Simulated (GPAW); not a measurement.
Consider CrB (Cmcm).

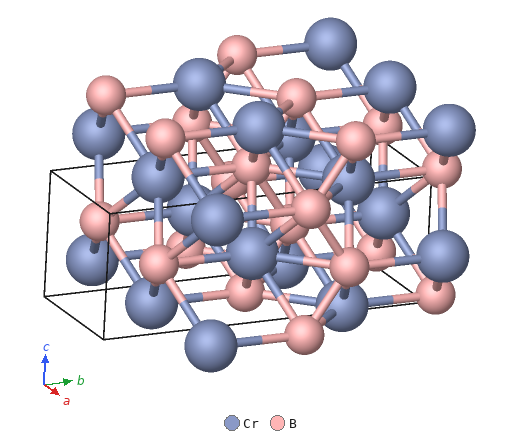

The structure (chromium light blue, boron pink). 2×1×2 conventional cells are drawn. Some periodic images of atoms are drawn too.

```
Cr B
1.0
     1.48450   -3.92900    0.00000
     1.48450    3.92900    0.00000
     0.00000    0.00000    2.93200
Cr B
2 2
Direct
  0.14450 0.85550 0.25000
  0.85550 0.14450 0.75000
  0.43500 0.56500 0.25000
  0.56500 0.43500 0.75000
```

Absorber: atom 3, with 2 B at 1.79 Å, 4 Cr at 2.18 Å, 2 Cr at 2.22 Å and 1 Cr at 2.28 Å (9-fold, site symmetry m2m). Method: GPAW, LDA, excited-electron core hole (neutral cell), 28-atom cell with 6.6 Å between holes, 4×4×4 k points, dipole transitions, Gaussian full width 0.9 eV up to 4 eV, rising linearly to 3.5 eV at 25 eV.

**Question.** Predict the near-edge structure at the B K edge.

Main maxima up to 24 eV above the zero (height): 3.3 eV (1.65) and 7.6 eV (1.57). A K edge sees empty p states on the absorber. The total-energy difference is 185.19 eV. The functional leaves an error in such absolute values: in the free atom LDA prices this hole 2.2 eV below PBE (computed apart), and PBE is itself good to a few eV.

The B K spectrum (energy from the lowest empty level; intensity scaled to a mean of 1 over the first 20 eV; polarised curves are means over the symmetry-equivalent atoms):

```csv
E (eV),isotropic,ε ∥ x,ε ∥ y,ε ∥ z
-2.0,0.00,0.00,0.00,0.00
-0.5,0.05,0.06,0.04,0.07
1.0,0.87,0.64,0.78,1.19
2.5,1.21,1.24,1.27,1.13
4.0,1.51,2.43,1.76,0.34
5.5,0.99,2.35,0.47,0.15
7.0,1.25,0.42,1.05,2.27
8.5,1.31,0.23,1.89,1.83
10.0,1.21,0.37,1.70,1.56
11.5,1.03,0.82,0.88,1.37
13.0,0.86,1.01,0.56,1.00
14.5,0.82,0.97,0.61,0.88
16.0,0.72,0.87,0.67,0.61
17.5,0.71,0.81,0.66,0.64
19.0,0.64,0.75,0.51,0.66
20.5,0.57,0.56,0.47,0.66
22.0,0.40,0.29,0.45,0.45
23.5,0.37,0.31,0.49,0.32
25.0,0.45,0.46,0.56,0.32
26.5,0.51,0.54,0.62,0.37
```

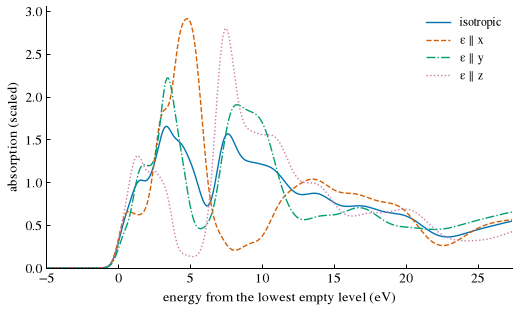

The B K edge.

The hole lies in one spin channel, while the script sums the empty states of both and takes the lower zero; where the two channels are split, this blurs and shifts the curve. The starting moments shrank to 0.00 μB or less, so this is hardly a magnetic state. The mesh is coarse (0.27 Å⁻¹ between points), so small maxima may be mesh ripples. The structure is a published determination, not relaxed.

[Banner, clock and machine lines of the logs are left out without a mark of their own.]

[Logs are printed without paths, hosts, clocks, repeated set-up lines and the standing remarks that a program may print on its own settings, such as how far it seeks lower states.]

[Hosts, paths, dates, database ids (printed as entryN), source tags and the programs' standing remarks are cut or masked in the printed files.]

[Lists of maxima count a maximum above −3 eV only where it reaches 4 % of the highest in the window and stands out from its surroundings by 2 % of it (1.5 % where it reaches 55 %); shoulders and weaker maxima are passed over, and of the rest the first, up to two pre-edge ones and the few strongest are named.]
